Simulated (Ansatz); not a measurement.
## Equilibrium of C2H4Br2 + SiH4 ⇌ C2H5Br + SiH3Br at process temperatures

Gas-phase species: C2H4Br2 (1,1-dibromoethane) `CC(Br)Br`, singlet; SiH4 (silane) `[SiH4]`, singlet; C2H5Br (bromoethane) `CCBr`, singlet; SiH3Br `[SiH3]Br`, singlet. The partners trade Br for H: C–Br and Si–H bonds give way to C–H and Si–Br.

The electronic reaction energy at CCSD(T)/def2-TZVPP is -146.1 kJ/mol. Shapes: PBE0-D4/def2-TZVP. Programs: Ansatz 0.2.0. Enthalpy and entropy come from rigid-rotor, harmonic-oscillator sums on unscaled PBE0-D4/def2-TZVP wavenumbers, ideal gases at 1 bar. Symmetry numbers: C2H4Br2 1, SiH4 12, C2H5Br 1, SiH3Br 3. R = 8.3145 J/(mol K).

| T (K) | ΔH (kJ/mol) | ΔS (J/(mol K)) |
| --- | --- | --- |
| 500 | -137.2 | +15.0 |
| 700 | -138.1 | +13.5 |
| 900 | ? | ? |

**Question.** Work out ln K at 500 and 700 K, and from these estimate it at 900 K.

**Answer.** 
1. 500 K: ΔG = -137.2 − 500 × (+15.0)/1000 = -144.7 kJ/mol; ln K = −ΔG/RT = +34.81.
2. 700 K: ΔG = -138.1 − 700 × (+13.5)/1000 = -147.5 kJ/mol; ln K = −ΔG/RT = +25.34.
3. Slope against 1000/T: (+25.34 − (+34.81))/(1.4286 − 2.0000) = +16.57, that is −ΔH/R with ΔH near -138 kJ/mol.
4. 900 K: ln K = +34.81 + (+16.57) × (1.1111 − 2.0000) = +20.08.

The full sums give ΔH = -138.9 kJ/mol, ΔS = +12.5 J/(mol K), ΔG = -150.2 kJ/mol and ln K = +20.07 at 900 K, so the line is off by +0.01 in ln K; without rounding the miss is +0.03, from the change of ΔH with temperature. The products are favoured over this whole range. An error of 10 kJ/mol in the energy moves ln K by 1.3 at 900 K. Soft modes are treated as harmonic, which can err either way at these temperatures; the lowest are those of C2H4Br2 (170 cm⁻¹), C2H5Br (260 cm⁻¹). Other reactions of these species are left aside. Relativity is left out for Br. Outer-core shells of Br are correlated, in sets that cover them unevenly.

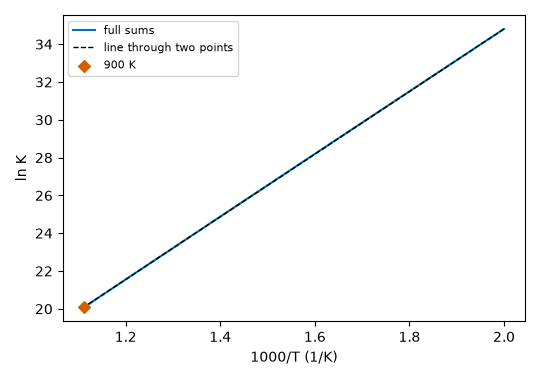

The van 't Hoff plot.
